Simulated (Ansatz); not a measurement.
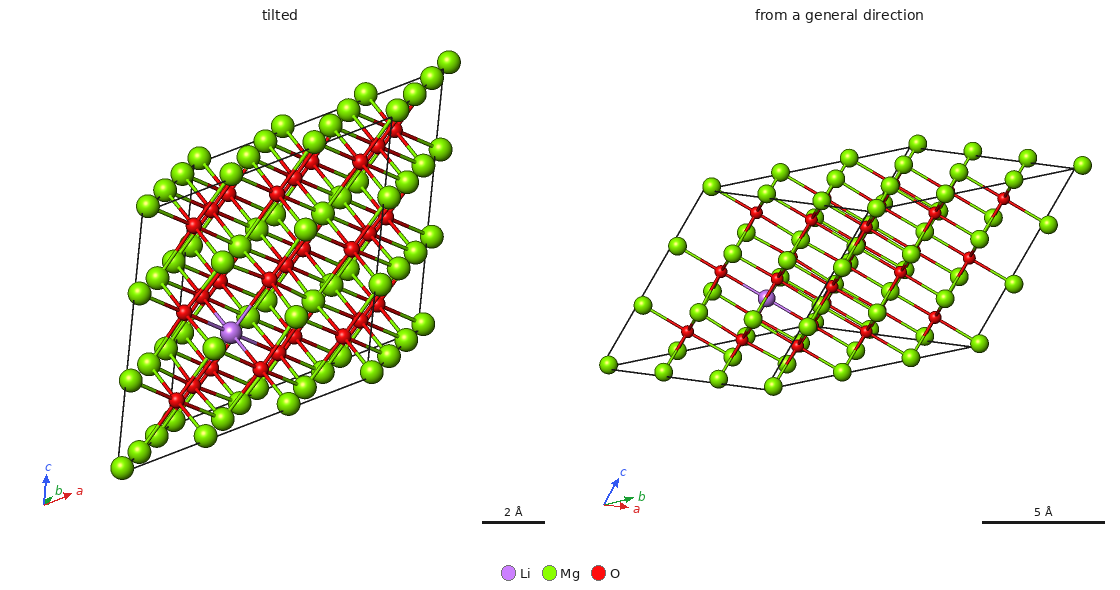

View slightly off an axis and from a general direction, drawn as a ball-and-stick model. Thin lines show the supercell, with boundary atoms drawn in all their periodic places. The host is MgO, in a cell of 54 sites, and the cell carries a charge of -1.

How does this supercell depart from the perfect host?

Lithium on a magnesium site (a substitutional impurity). It is bonded to six O in an octahedral arrangement at about 2.2 Å.

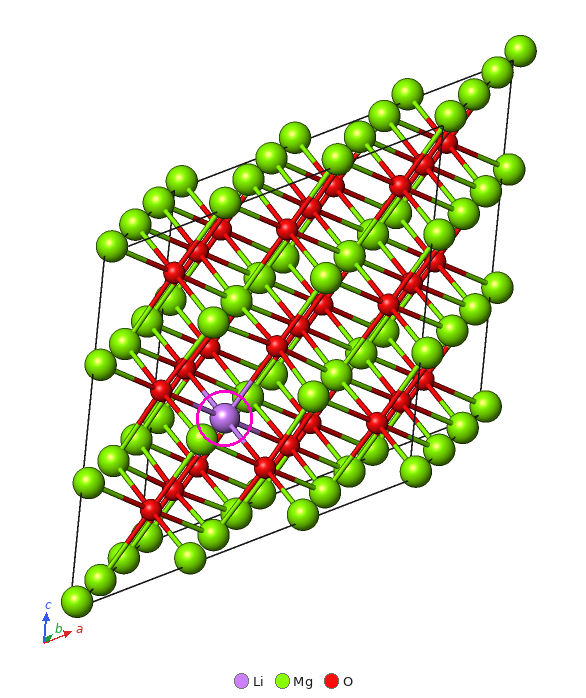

The same cell with a ring at the defect's site.

The atoms were relaxed in the host's cell with DFT PBE, scalar-relativistic, plane waves, PAW (Ansatz 0.2.0).
